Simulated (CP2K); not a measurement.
# N2O (nitrous oxide): GFN2-xTB

Aim: the energy change on altering one bond length of N2O (nitrous oxide) at GFN2-xTB, from 2 runs. 

The results are computed with CP2K 2026.2.

7 further runs of the same task are left out: 6 that didn't finish, 1 set aside as unsound or not needed.

### Step 1. The structure to begin with

The species is N2O (3 atoms), meant as a singlet with charge 0. SMILES: `N#[N+][O-]`. Geometry: relaxed at PBE0-D4/def2-TZVP.

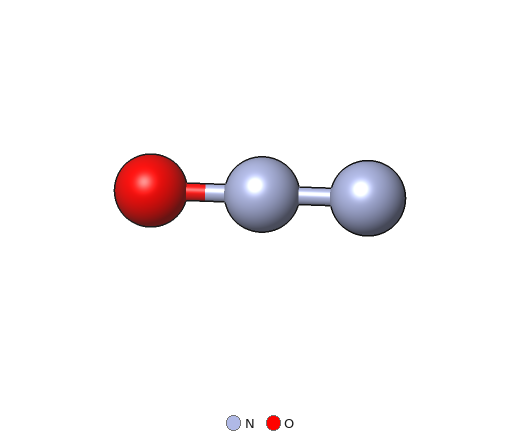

Viewed from a chosen angle; nitrogen light blue, oxygen red.

### Step 2. The energy at GFN2-xTB

File molecule.xyz:

```xyz
3

N     -0.511700     1.001300    -0.167900
N     -0.008400     0.016500    -0.002800
O      0.520100    -1.017800     0.170700
```

File gas.inp:

```
&force_eval
    method QUICKSTEP
    &dft
        &qs
            method XTB
            eps_default 1.0E-10
            &xtb
                gfn_type TBLITE
                &tblite
                    method GFN2
                &end tblite
                check_atomic_charges F
            &end xtb
        &end qs
        # isolated system
        &poisson
            periodic NONE
            poisson_solver ANALYTIC
        &end poisson
        &scf
            scf_guess ATOMIC
            eps_scf 1.0E-06
            max_scf 150
            added_mos 4
            &diagonalization
                algorithm STANDARD
            &end diagonalization
            &mixing
                method DIRECT_P_MIXING
                alpha 0.4
            &end mixing
            &smear ON
                method FERMI_DIRAC
                electronic_temperature [K] 300
            &end smear
        &end scf
        &print
            &moments
                periodic F
                reference COM
                max_moment 1
            &end moments
            &mo ON
                energies T
                occupation_numbers T
                ndigits 6
                &each
                    qs_scf 0
                &end each
                add_last NUMERIC
            &end mo
            &hirshfeld OFF
            &end hirshfeld
        &end print
    &end dft
    # atoms, cell and kinds
    &subsys
        # box in angstrom
        &cell
            abc 13 14 12.3
            periodic NONE
        &end cell
        &topology
            coord_file_name molecule.xyz
            coord_file_format XYZ
            &center_coordinates
            &end center_coordinates
        &end topology
    &end subsys
&end force_eval

&global
    project_name gas
    run_type ENERGY
    print_level MEDIUM
&end global
```

Command:

```
$ OMP_NUM_THREADS=1 cp2k.psmp -i gas.inp -o gas.out
```

The program printed:

```text
CP2K| version string:                                       CP2K version 2026.2
[...]
 GLOBAL| Method name                                                        CP2K
[...]
 GLOBAL| Run type                                                         ENERGY
[...]
                             - Atoms:                                          3
[...]
                             - Spherical basis functions:                     12
[...]
 Number of electrons:                                                         16
[...]
  *** SCF run converged in    12 steps ***
[...]
  Fermi energy:                                                -0.30788562981895
[...]
 TB_DIPOLE| Moment [Debye]         -0.20834395       0.40791631      -0.06852024
 TB_DIPOLE| Derivative [a.u.]       0.00000000       0.00000000       0.00000000
[...]
 ENERGY| Total FORCE_EVAL ( QS ) energy [hartree]             -9.843549427788632
[...]
```

Wall time 0.88 s (1 thread of AMD EPYC 9R14 (Zen 4), shared host); peak memory 0.19 GiB.

### Step 3. The distorted shape

File molecule.xyz:

```xyz
3

N     -1.145919     2.242498    -0.376106
N     -0.642619     1.257698    -0.211006
O      0.520100    -1.017800     0.170700
```

File calc.inp:

```
&GLOBAL
   PROJECT calc
   RUN_TYPE ENERGY
   PRINT_LEVEL MEDIUM
&END GLOBAL

&FORCE_EVAL
   METHOD QUICKSTEP
   &DFT
      CHARGE 0
      MULTIPLICITY 1
      &QS
         METHOD XTB
         EPS_DEFAULT 1.0E-10
         &XTB
            GFN_TYPE TBLITE
            &TBLITE
               METHOD GFN2
            &END TBLITE
            CHECK_ATOMIC_CHARGES F
         &END XTB
      &END QS
      &POISSON
         PERIODIC NONE
         POISSON_SOLVER ANALYTIC
      &END POISSON
      &SCF
         SCF_GUESS ATOMIC
         EPS_SCF 1.0E-06
         MAX_SCF 150
         ADDED_MOS 4
         &DIAGONALIZATION
            ALGORITHM STANDARD
         &END DIAGONALIZATION
         &MIXING
            METHOD DIRECT_P_MIXING
            ALPHA 0.4
         &END MIXING
         &SMEAR ON
            METHOD FERMI_DIRAC
            ELECTRONIC_TEMPERATURE [K] 300
         &END SMEAR
      &END SCF
      &PRINT
         &MOMENTS
            PERIODIC F
            REFERENCE COM
            MAX_MOMENT 1
         &END MOMENTS
         &MO ON
            ENERGIES T
            OCCUPATION_NUMBERS T
            NDIGITS 6
            &EACH
               QS_SCF 0
            &END EACH
            ADD_LAST NUMERIC
         &END MO
         &HIRSHFELD OFF
         &END HIRSHFELD
      &END PRINT
   &END DFT
   &SUBSYS
      &CELL
         ABC [angstrom] 13.7 15.3 12.5
         PERIODIC NONE
      &END CELL
      &TOPOLOGY
         COORD_FILE_NAME molecule.xyz
         COORD_FILE_FORMAT XYZ
         &CENTER_COORDINATES
         &END CENTER_COORDINATES
      &END TOPOLOGY
   &END SUBSYS
&END FORCE_EVAL
```

Command:

```
$ OMP_NUM_THREADS=1 cp2k.psmp calc.inp > calc.out
```

The program printed:

```text
CP2K| version string:                                       CP2K version 2026.2
[...]
 GLOBAL| Method name                                                        CP2K
[...]
 GLOBAL| Run type                                                         ENERGY
[...]
                             - Atoms:                                          3
[...]
                             - Spherical basis functions:                     12
[...]
 Number of electrons:                                                         16
[...]
  *** SCF run converged in    62 steps ***
[...]
  Fermi energy:                                                -0.48362489596864
[...]
 TB_DIPOLE| Moment [Debye]         -1.37789066       2.69652256      -0.45229067
 TB_DIPOLE| Derivative [a.u.]       0.00000000       0.00000000       0.00000000
[...]
 ENERGY| Total FORCE_EVAL ( QS ) energy [hartree]             -9.555068639648409
[...]
```

Run time: 0.94 s. Hardware: 1 thread of AMD EPYC 9R14 (Zen 4), shared host; peak memory 0.19 GiB.

### Step 4. Results

Level: GFN2-xTB.

| quantity | value |
| --- | --- |
| first shape: total energy | -9.84355 Eh |
| first shape: dipole moment (from atomic charges alone) | 0.46 D |
| first shape: HOMO energy | -13.36 eV |
| first shape: LUMO energy | -7.46 eV |
| first shape: HOMO–LUMO gap | 5.90 eV |
| distorted shape: total energy | -9.55507 Eh |
| distorted shape: dipole moment (from atomic charges alone) | 3.06 D |
| distorted shape: HOMO energy | -13.36 eV |
| distorted shape: LUMO energy | -12.98 eV |
| distorted shape: HOMO–LUMO gap | 0.39 eV |
| energy change with the N2–O3 bond stretched from 1.174 to 2.584 Å | 7.850 eV |

One bond (distorted shape) is far stretched, which a spin-restricted single reference describes badly. With the N2–O3 bond stretched from 1.174 to 2.584 Å the energy rises by 7.85 eV (181 kcal/mol). The first shape isn't relaxed at this level, so the change isn't measured from a minimum. A restricted reference can't describe the breaking bond well at this length. The dipole (first shape) comes from point charges on the atoms alone, without atomic dipoles, so it is partial. The dipole (distorted shape) comes from point charges on the atoms alone, without atomic dipoles, so it is partial.
